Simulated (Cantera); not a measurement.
Charge: 1 mol HMDSO, 0.26 mol N₂O, 1.6 mol N₂, equilibrated at 20.0 Pa.

Equilibrium computed with Cantera from the NASA thermochemical tables; the gas is ideal and each condensed phase is pure. Candidate condensed phases: C, C₆H₆, C₇H₈, C₈H₁₈, H₂O, Si, SiC, SiO₂, Si₂N₂O, Si₃N₄; 151 gas species. The feed counts by its element totals alone. Mutual solubility and eutectic melting of coexisting phases are not modelled. Rates play no part.

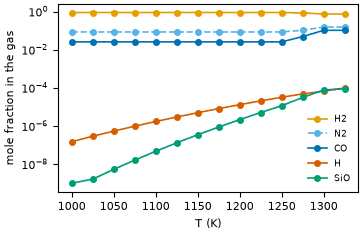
Equilibrium gas composition (values under 1e-9 drawn at 1e-9)

Task: Read off the mole fractions at 1250 K.

Result: H₂ about 0.89, N₂ about 0.085, CO about 0.026, H about 3.2e-5, SiO about 1.2e-5.
